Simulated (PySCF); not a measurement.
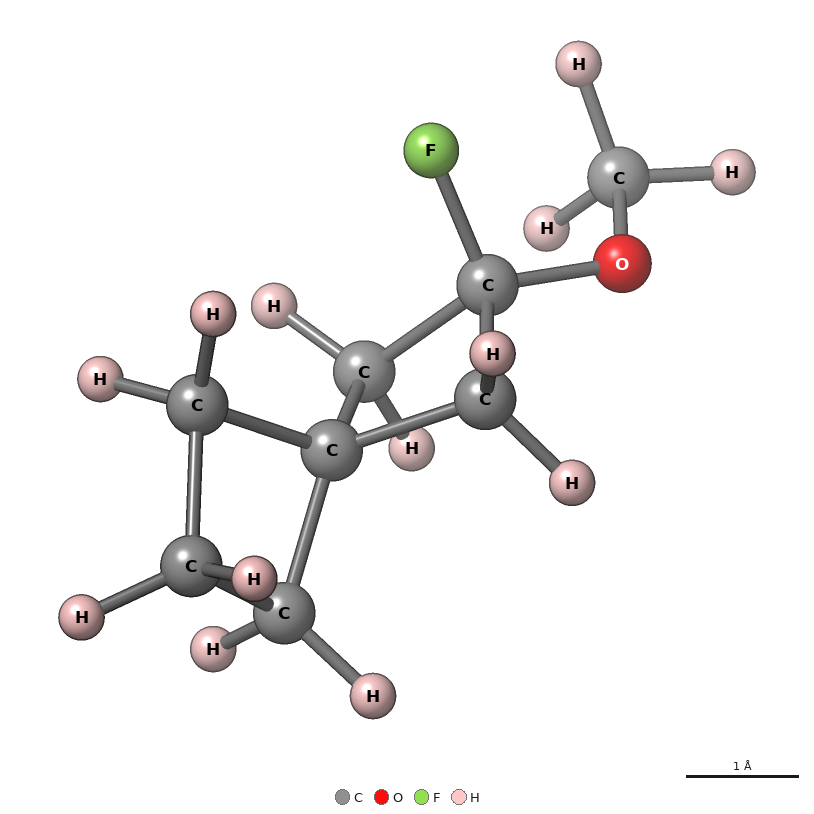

Depth is shown by fading: the farther an atom, the more it takes the colour of the background. The computed structure is the end point of a PBE0-D3(BJ)/def2-SVP optimisation. No frequency run is at hand to confirm it as a minimum. Masses are those of the most abundant isotopes; constants are for the rigid equilibrium geometry.

Q: Classify the rotor and give the rotational constants (GHz).

A: An asymmetric top (C1): A = 3.36, B = 0.806, C = 0.759 GHz. Ray's parameter κ is −0.96, close to the prolate limit.
